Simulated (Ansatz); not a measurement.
MoS2, space group P6_3/mmc (No. 194), a = 3.046 Å, b = 3.046 Å, c = 11.101 Å, α = 90.00°, β = 90.00°, γ = 120.00°

```csv
site,Wyckoff,x,y,z
Mo,2c,0.3333,0.6667,0.2500
S,4f,0.3333,0.6667,0.6083
```

Source: the geometry relaxed (final pressure about 20 GPa) with DFT, PAW plane waves, pbe+U, spin-orbit (Ansatz 0.2.0).

Describe the coordination of Mo.

Answer. MoS6: an essentially ideal trigonal prism (coordination number 6, S = 0.03; next best octahedron, S = 16.8). Bonds: 6 × Mo–S 2.36 Å. The next neighbour, not counted, lies at 3.05 Å.

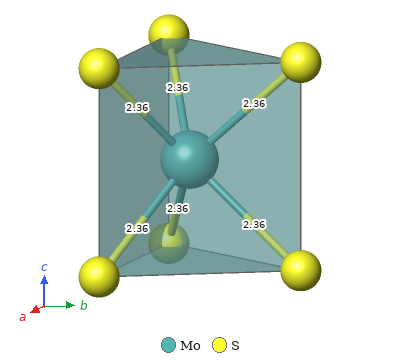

The polyhedron about Mo. Shape measures S are computed against regular polyhedra or, for capped shapes, the nearer of the equal-edge and equal-bond forms.
